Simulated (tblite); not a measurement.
**Run report: C₇H₁₀OSi₂, geometry relaxation (part 1 of 4)**

C₇H₁₀OSi₂, computed with GFN2-xTB geometry optimisation, gas phase (tblite 0.8.0).

It belongs to a series of runs on one base structure; here: SiH2 inserted into a C-C bond.

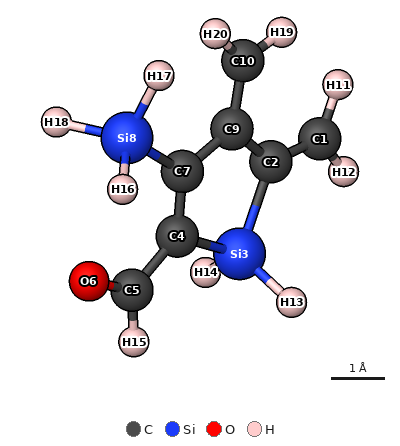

**Figure 1.** The structure as given in the input (ball-and-stick view, seen at a tilt; atoms are numbered from 1 in the order of the input). Bond lengths as drawn: C–C 1.30 to 1.46 Å, C–H 1.07 to 1.10 Å, C–O 1.25 Å, C–Si 1.86 to 1.87 Å and H–Si 1.45 to 1.47 Å.

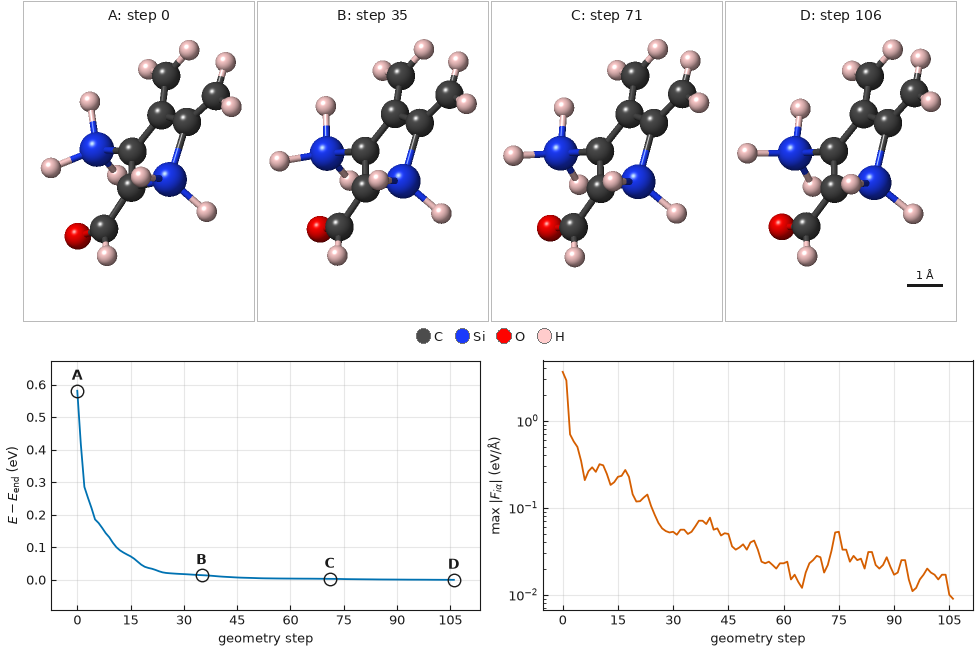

**Figure 2.** Frames of the relaxation (ball-and-stick view, seen at a tilt) above the curves, on which the letters mark them (steps are counted from 0).

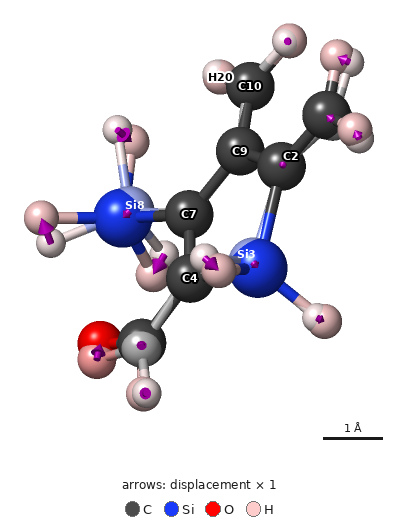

**Figure 3.** Start (faint) and end (solid) with the displacements as pink arrows, at true length (ball-and-stick view, seen at a tilt). The two geometries are laid on each other by the best rigid fit. The largest move after the best rigid fit is that of H16, 0.50 Å. By element the largest moves are H 0.50 Å, O 0.32 Å, Si 0.16 Å, C 0.15 Å. Among the contacts that change: C4–C7 1.304 → 1.367 Å, C2–C9 1.442 → 1.482 Å, C7–Si8 1.870 → 1.905 Å, C4–C5 1.458 → 1.428 Å. Among the angles that change: H16–Si8–H18 108.2° → 122.3°, C5–C4–C7 127.6° → 117.8°, C1–C2–C9 132.4° → 124.7°. After 106 geometry steps the energy has fallen by 0.581 eV. The largest force component goes from 3.7 to 0.009 eV/Å. (Atoms are counted from 1 in the order of the input.)

These pictures come from the run below.

**The input**
```
{"job": {"kind": "relax", "xc": "GFN2-xTB", "basis": "xTB"}, "charge": 0, "multiplicity": 1}
C      2.892100     0.869900     0.206500
C      1.695600     0.350000     0.066200
Si     1.427200    -1.446000    -0.361100
C     -0.417000    -1.220000    -0.322800
C     -1.336400    -2.323000    -0.577900
O     -2.582600    -2.229500    -0.567500
C     -0.716600     0.011500    -0.014000
Si    -2.503000     0.546600     0.123000
C      0.371800     0.903300     0.213500
C      0.212200     2.210400     0.537800
H      3.035300     1.924700     0.465300
H      3.779000     0.290900     0.067800
H      1.785500    -2.332900     0.732300
H      1.927800    -1.801200    -1.669600
H     -0.927100    -3.295700    -0.824700
H     -3.302900    -0.477800     0.815400
H     -2.603500     1.756700     0.949000
H     -3.102200     0.785500    -1.181700
H      1.101800     2.814500     0.688100
H     -0.742200     2.672800     0.651400
```

The first line tells a small driver script what to run in tblite; the rest is the geometry in Å.

Run as:
```bash
OMP_NUM_THREADS=1 python <driver script> task.json out
```

**What the program printed**
```
step      E/eV     max force
  0    -748.11757    3.834
  1    -748.28203    2.974
  2    -748.41302    0.743
  3    -748.44634    0.634
  4    -748.47776    0.565
  5    -748.51290    0.369
  6    -748.52389    0.249
  7    -748.53888    0.273
  8    -748.55508    0.298
  9    -748.56762    0.269
 10    -748.58442    0.331
 11    -748.59822    0.387
 12    -748.60785    0.248
 13    -748.61474    0.187
 14    -748.62074    0.200
 15    -748.62629    0.236
 16    -748.63359    0.249
 17    -748.64278    0.272
 18    -748.65191    0.231
 19    -748.65845    0.168
 20    -748.66197    0.121
 21    -748.66445    0.135
 22    -748.66804    0.181
 23    -748.67221    0.169
 24    -748.67554    0.117
 25    -748.67734    0.089
 26    -748.67833    0.077
 27    -748.67912    0.063
 28    -748.67984    0.063
 29    -748.68044    0.066
 30    -748.68097    0.076
 31    -748.68158    0.064
 32    -748.68229    0.067
 33    -748.68301    0.065
 34    -748.68364    0.063
 35    -748.68420    0.074
 36    -748.68477    0.069
 37    -748.68543    0.075
 38    -748.68624    0.072
 39    -748.68719    0.077
 40    -748.68812    0.093
 41    -748.68888    0.071
 42    -748.68949    0.064
 43    -748.69008    0.056
 44    -748.69072    0.063
 45    -748.69132    0.055
 46    -748.69180    0.047
 47    -748.69214    0.036
 48    -748.69242    0.040
 49    -748.69273    0.045
 50    -748.69309    0.036
 51    -748.69347    0.043
 52    -748.69375    0.045
 53    -748.69392    0.035
 54    -748.69405    0.028
 55    -748.69418    0.025
 56    -748.69432    0.026
 57    -748.69443    0.025
 58    -748.69452    0.023
 59    -748.69459    0.025
 60    -748.69466    0.025
 61    -748.69475    0.024
 62    -748.69482    0.018
 63    -748.69487    0.022
 64    -748.69492    0.017
 65    -748.69496    0.017
 66    -748.69502    0.021
 67    -748.69509    0.025
 68    -748.69518    0.031
 69    -748.69530    0.031
 70    -748.69543    0.029
 71    -748.69554    0.023
 72    -748.69563    0.023
 73    -748.69575    0.032
 74    -748.69594    0.053
 75    -748.69618    0.058
 76    -748.69638    0.041
 77    -748.69653    0.033
 78    -748.69664    0.029
 79    -748.69676    0.029
 80    -748.69687    0.026
 81    -748.69697    0.027
 82    -748.69707    0.022
 83    -748.69718    0.031
 84    -748.69731    0.032
 85    -748.69742    0.025
 86    -748.69749    0.022
 87    -748.69755    0.022
 88    -748.69761    0.028
 89    -748.69767    0.024
 90    -748.69774    0.022
 91    -748.69781    0.024
 92    -748.69788    0.027
 93    -748.69796    0.027
 94    -748.69802    0.018
 95    -748.69805    0.014
 96    -748.69808    0.014
 97    -748.69812    0.016
 98    -748.69817    0.019
 99    -748.69824    0.025
100    -748.69832    0.023
101    -748.69838    0.020
102    -748.69843    0.016
103    -748.69847    0.018
104    -748.69849    0.017
105    -748.69851    0.014
106    -748.69853    0.010
```

**Trajectory as extended XYZ (Å, eV, eV/Å), 41 of the 107 frames kept, from step=0 to step=106**
```
20
Properties=species:S:1:pos:R:3:forces:R:3 step=0 energy=-748.11757
C     2.8921    0.8699    0.2065    0.4750   1.5410   0.3530
C     1.6956    0.3500    0.0662   -0.0890  -1.5520  -0.3100
Si    1.4272   -1.4460   -0.3611    0.3240  -0.7480  -0.0100
C    -0.4170   -1.2200   -0.3228    0.6030  -3.6560  -0.9860
C    -1.3364   -2.3230   -0.5779   -2.6890   1.0730   0.0580
O    -2.5826   -2.2295   -0.5675    2.3190   0.1180  -0.1130
C    -0.7166    0.0115   -0.0140   -1.6730   2.2000   0.5280
Si   -2.5030    0.5466    0.1230   -1.1880  -0.3550   0.4500
C     0.3718    0.9033    0.2135    0.1220   2.5630   0.5590
C     0.2122    2.2104    0.5378    0.5800  -0.6110  -0.1840
H     3.0353    1.9247    0.4653    0.1260  -0.3820  -0.0780
H     3.7790    0.2909    0.0678    0.1940  -0.1000  -0.0360
H     1.7855   -2.3329    0.7323    0.2670  -0.2350   0.0980
H     1.9278   -1.8012   -1.6696    0.2050  -0.1820  -0.2750
H    -0.9271   -3.2957   -0.8247    0.5650  -0.2670   0.0480
H    -3.3029   -0.4778    0.8154    0.2010   0.3310   0.0860
H    -2.6035    1.7567    0.9490   -0.0230   0.0580  -0.0340
H    -3.1022    0.7855   -1.1817    0.1480   0.0480  -0.1800
H     1.1018    2.8145    0.6881   -0.3760  -0.0050  -0.0020
H    -0.7422    2.6728    0.6514   -0.0900   0.1630   0.0280
20
Properties=species:S:1:pos:R:3:forces:R:3 step=3 energy=-748.44634
C     2.8927    0.8891    0.2101    0.1010   0.1310   0.0200
C     1.7039    0.3218    0.0624   -0.1620  -0.2490  -0.0100
Si    1.4370   -1.4772   -0.3640    0.0470  -0.3430  -0.0540
C    -0.4123   -1.2514   -0.3342    0.0860  -0.5790  -0.2180
C    -1.3638   -2.3153   -0.5832    0.0510   0.1670  -0.0730
O    -2.5701   -2.2158   -0.5713   -0.1110   0.2310  -0.1190
C    -0.7387    0.0182   -0.0130   -0.3230   0.5300   0.1290
Si   -2.5459    0.5396    0.1356   -0.2310  -0.0430   0.0360
C     0.3754    0.9347    0.2184   -0.0520   0.2130   0.0150
C     0.2203    2.2245    0.5399    0.0830  -0.2930  -0.1010
H     3.0408    1.9259    0.4661    0.0500   0.0350   0.0090
H     3.7813    0.2942    0.0681    0.0180   0.1440   0.0280
H     1.7984   -2.3449    0.7383    0.2850  -0.3020   0.1370
H     1.9374   -1.8094   -1.6813    0.2010  -0.1970  -0.2180
H    -0.9109   -3.2978   -0.8204    0.1630   0.0460   0.1020
H    -3.3016   -0.4717    0.8245   -0.2010  -0.1030   0.3660
H    -2.6058    1.7598    0.9480   -0.0790   0.0760  -0.0100
H    -3.0970    0.7873   -1.1889    0.0660   0.0350  -0.1450
H     1.0945    2.8217    0.6898    0.0620   0.3300   0.0790
H    -0.7406    2.6776    0.6520   -0.0540   0.1720   0.0250
20
Properties=species:S:1:pos:R:3:forces:R:3 step=5 energy=-748.51290
C     2.8873    0.8931    0.2097    0.0260   0.0290   0.0230
C     1.7054    0.3014    0.0629   -0.2420  -0.0410  -0.0130
Si    1.4453   -1.5197   -0.3700   -0.0290   0.1810   0.0370
C    -0.4110   -1.2590   -0.3442   -0.0290   0.1920   0.0050
C    -1.3712   -2.3099   -0.5941    0.2270   0.1700   0.0270
O    -2.5765   -2.1891   -0.5835   -0.0080   0.0570  -0.1840
C    -0.7555    0.0224   -0.0128    0.0790  -0.0060  -0.0130
Si   -2.5862    0.5341    0.1435    0.2550  -0.0930  -0.0520
C     0.3734    0.9369    0.2150   -0.0590   0.1150   0.0700
C     0.2261    2.2330    0.5389    0.0750  -0.3460  -0.1040
H     3.0472    1.9340    0.4682   -0.1230  -0.1620  -0.0560
H     3.7835    0.3091    0.0710    0.0310   0.0910   0.0210
H     1.8286   -2.3757    0.7516    0.1710  -0.1560  -0.0980
H     1.9586   -1.8299   -1.7036    0.0870  -0.1600   0.0560
H    -0.8931   -3.2926   -0.8092   -0.1670   0.0950   0.0710
H    -3.3187   -0.4783    0.8603   -0.1940  -0.0450   0.2890
H    -2.6142    1.7676    0.9465   -0.1150   0.0040  -0.0500
H    -3.0891    0.7907   -1.2037    0.0190  -0.0130  -0.0160
H     1.0945    2.8510    0.6967   -0.1070   0.0560   0.0040
H    -0.7393    2.6914    0.6536    0.1050   0.0330  -0.0190
20
Properties=species:S:1:pos:R:3:forces:R:3 step=8 energy=-748.55508
C     2.8758    0.8885    0.2097   -0.0550  -0.0960  -0.0150
C     1.6934    0.2909    0.0636    0.1850   0.0400   0.0130
Si    1.4497   -1.5299   -0.3695    0.0850  -0.0160   0.0140
C    -0.4064   -1.2451   -0.3507    0.1150   0.0020   0.0250
C    -1.3639   -2.2877   -0.5994   -0.0870  -0.0030  -0.0330
O    -2.5710   -2.1619   -0.6155    0.0390   0.1810  -0.1260
C    -0.7587    0.0289   -0.0126    0.0560  -0.0480   0.0200
Si   -2.5906    0.5144    0.1477   -0.1420  -0.1070   0.1010
C     0.3692    0.9337    0.2167    0.0780   0.0040   0.0190
C     0.2332    2.2255    0.5332   -0.0560   0.2120   0.0620
H     3.0340    1.9247    0.4639   -0.1720   0.0500   0.0000
H     3.7874    0.3288    0.0753   -0.0260  -0.0480  -0.0080
H     1.8683   -2.4122    0.7416    0.0140   0.0590  -0.2920
H     1.9817   -1.8632   -1.7054   -0.0320  -0.0640   0.2580
H    -0.9015   -3.2772   -0.7925   -0.0650   0.0080   0.0450
H    -3.3480   -0.4794    0.9147    0.1030   0.2320  -0.0310
H    -2.6345    1.7700    0.9367   -0.0660  -0.1340  -0.1240
H    -3.0804    0.7894   -1.2118    0.0480  -0.1060   0.1590
H     1.0800    2.8718    0.7002    0.0310  -0.1130  -0.0440
H    -0.7229    2.7006    0.6509   -0.0540  -0.0550  -0.0430
20
Properties=species:S:1:pos:R:3:forces:R:3 step=11 energy=-748.59822
C     2.8657    0.8781    0.2100    0.3050   0.2350   0.0400
C     1.6927    0.2825    0.0658   -0.1220  -0.0810   0.0150
Si    1.4633   -1.5334   -0.3655   -0.0560  -0.0230  -0.0220
C    -0.3876   -1.2327   -0.3538   -0.0650  -0.1660   0.0500
C    -1.3593   -2.2568   -0.6090   -0.0830  -0.0350  -0.0650
O    -2.5615   -2.0997   -0.6744   -0.0510   0.3080  -0.0240
C    -0.7522    0.0335   -0.0064    0.0050  -0.0400   0.0920
Si   -2.5998    0.4774    0.1619    0.0590   0.0730  -0.0490
C     0.3738    0.9363    0.2239    0.0070   0.0500  -0.0030
C     0.2351    2.2307    0.5317   -0.0350  -0.0150   0.0140
H     2.9888    1.9179    0.4578   -0.0410   0.1520   0.0380
H     3.7897    0.3426    0.0787   -0.0010  -0.1020  -0.0170
H     1.9174   -2.4471    0.6847    0.0060  -0.0240   0.0050
H     2.0045   -1.9134   -1.6680    0.0310  -0.0240  -0.0560
H    -0.9262   -3.2595   -0.7659    0.0180  -0.1060   0.0070
H    -3.3701   -0.4503    0.9774    0.0650  -0.0290  -0.0110
H    -2.6692    1.7526    0.9063    0.0140  -0.0090  -0.0210
H    -3.0647    0.7688   -1.1962   -0.0280  -0.1580   0.0420
H     1.0717    2.8797    0.6973    0.2330   0.0100  -0.0150
H    -0.7170    2.7037    0.6408   -0.2610  -0.0150  -0.0210
20
Properties=species:S:1:pos:R:3:forces:R:3 step=13 energy=-748.61474
C     2.8711    0.8832    0.2111    0.0330   0.0940   0.0120
C     1.6968    0.2809    0.0687   -0.0440   0.0680   0.0330
Si    1.4651   -1.5357   -0.3655   -0.0540   0.0580  -0.0140
C    -0.3845   -1.2377   -0.3505   -0.0500  -0.0250   0.0760
C    -1.3639   -2.2500   -0.6160   -0.0410   0.0230   0.0000
O    -2.5615   -2.0597   -0.6954    0.0060   0.1570  -0.0340
C    -0.7484    0.0300    0.0011    0.0320  -0.0270   0.0610
Si   -2.6003    0.4688    0.1650    0.1830   0.0050  -0.0360
C     0.3764    0.9399    0.2263   -0.0220  -0.0530   0.0170
C     0.2327    2.2358    0.5334   -0.0090  -0.0060  -0.0040
H     2.9707    1.9271    0.4586    0.0720   0.0590   0.0160
H     3.7909    0.3391    0.0785    0.0000   0.0190   0.0110
H     1.9320   -2.4575    0.6636    0.0200  -0.0760   0.1270
H     2.0123   -1.9303   -1.6562    0.0450  -0.0080  -0.1630
H    -0.9348   -3.2605   -0.7572   -0.1340  -0.0230  -0.0160
H    -3.3703   -0.4397    0.9939    0.0230  -0.1220   0.0350
H    -2.6794    1.7452    0.8942    0.0330   0.1010   0.0400
H    -3.0616    0.7507   -1.1868   -0.0790  -0.1300  -0.1080
H     1.0827    2.8793    0.6945   -0.0270  -0.0500  -0.0310
H    -0.7310    2.7019    0.6356    0.0130  -0.0650  -0.0200
20
Properties=species:S:1:pos:R:3:forces:R:3 step=16 energy=-748.63359
C     2.8757    0.8978    0.2134   -0.0740  -0.0370   0.0050
C     1.7010    0.2897    0.0757    0.0250  -0.0690  -0.0250
Si    1.4657   -1.5339   -0.3677    0.1830  -0.0610   0.0160
C    -0.3845   -1.2472   -0.3355    0.1350   0.0270   0.0390
C    -1.3744   -2.2411   -0.6207   -0.0490   0.0860   0.0570
O    -2.5635   -2.0029   -0.7183    0.0330  -0.0230  -0.0510
C    -0.7402    0.0225    0.0165    0.0040  -0.0070  -0.0050
Si   -2.5835    0.4628    0.1647   -0.1900  -0.0160   0.0300
C     0.3770    0.9390    0.2329    0.0470  -0.0930   0.0380
C     0.2287    2.2356    0.5334   -0.0030  -0.0190  -0.0180
H     2.9684    1.9448    0.4619    0.1180  -0.0560  -0.0110
H     3.7905    0.3403    0.0801   -0.0380   0.1510   0.0290
H     1.9431   -2.4716    0.6607   -0.0510   0.0820  -0.0220
H     2.0218   -1.9418   -1.6654   -0.0630   0.0870   0.0440
H    -0.9655   -3.2642   -0.7536   -0.2330   0.0820  -0.0320
H    -3.3602   -0.4452    1.0071    0.1330   0.0070  -0.0470
H    -2.6811    1.7512    0.8880    0.0530  -0.0170  -0.0430
H    -3.0699    0.7132   -1.1914    0.0030  -0.1060   0.0180
H     1.0880    2.8709    0.6868   -0.1440  -0.0040  -0.0260
H    -0.7423    2.6907    0.6284    0.1120  -0.0140   0.0040
```
